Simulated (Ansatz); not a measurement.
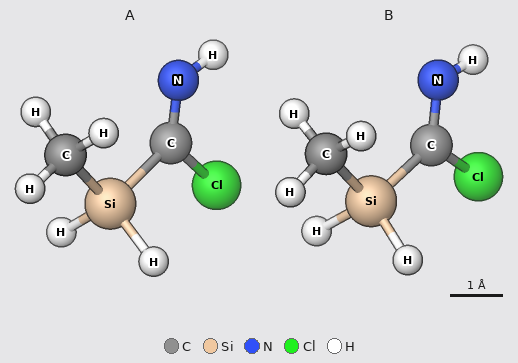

Two geometries of C2H6ClNSi (coarse preliminary run), drawn at one scale. One is the start of a relaxation, the other its converged end. Style: ball-and-stick. Shown from a free direction.

All numbers below come from RKS PBE-D4/def2-SVP (Ansatz 0.2.0). (force threshold 0.03 eV/Å; at most 200 steps)

> Which one is relaxed?

Structure A is the relaxed one. The start comes from a force field. The largest move after the best rigid fit is that of the Cl atom, 0.18 Å. Largest moves by element: Cl 0.18 Å, H 0.13 Å, N 0.09 Å, Si 0.06 Å, C 0.05 Å. Near-neighbour distances that change, for instance: C–Cl 1.732 → 1.819 Å, H–N 0.972 → 1.035 Å, C–Si 1.849 → 1.913 Å, C–H 1.168 → 1.108 Å. Among the angles between lasting bonds that change: N–C–Cl 114.2° → 123.7°, Si–C–Cl 120.5° → 112.6°, C–Si–H 107.1° → 112.7°. The energy falls by 0.547 eV in 5 geometry steps. Largest force component: 3.1 eV/Å at the start, 0.018 eV/Å at the end. Cost: 8 s on 4 threads of Intel Xeon Platinum 8488C, with other jobs on the host.
